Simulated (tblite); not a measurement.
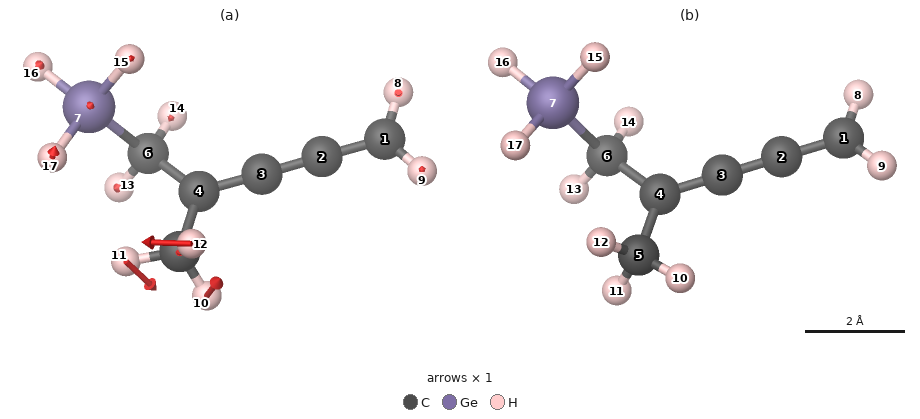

The structure of C6H10Ge before (left) and after (right) a relaxation, at one scale. The red arrows give the displacements, at their true length.

Style: ball-and-stick. Shown at a tilt.

These are results of GFN2-xTB geometry optimisation, gas phase (tblite 0.8.0), not measurements. 

Describe what moved and what it gained.

The energy falls by 20.2 kJ/mol in 128 geometry steps. The largest moves after the best rigid fit, 1.11 Å, are those of H11 and H12. Largest moves by element: H 1.11 Å, Ge 0.16 Å, C 0.13 Å. Some distances before and after: Ge7–H15 1.555 → 1.494 Å, Ge7–H17 1.552 → 1.498 Å, Ge7–H16 1.542 → 1.497 Å, C6–Ge7 1.947 → 1.987 Å. Among the angles between lasting bonds that change: C5–C4–C6 120.7° → 116.7°, C3–C4–C5 118.2° → 121.8°, H8–C1–H9 120.3° → 117.1°. Groups turn about C4–C5 by about 60°. Cost: 2.3 s on 1 thread of Intel(R) Xeon(R) Processor @ 2.50GHz, with other jobs on the host.
